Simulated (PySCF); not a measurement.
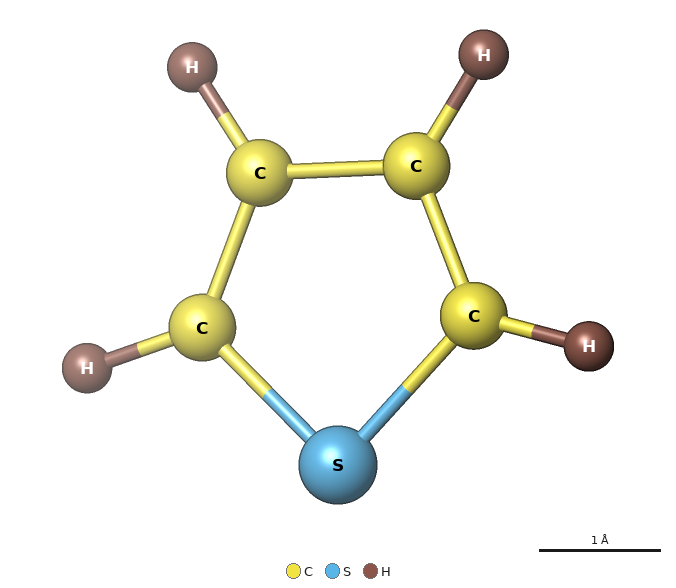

Atoms fade into the background with distance from the viewer. The computed structure is the end point of a PBE0-D3(BJ)/def2-SVP optimisation. No frequency run is at hand to confirm it as a minimum. Masses are those of the most abundant isotopes; constants are for the rigid equilibrium geometry.

Q: Classify the rotor and give the rotational constants (cm⁻¹).

A: An asymmetric top (C2v): A = 0.268, B = 0.180, C = 0.108 cm⁻¹. Ray's parameter κ is −0.10, midway between the limits.
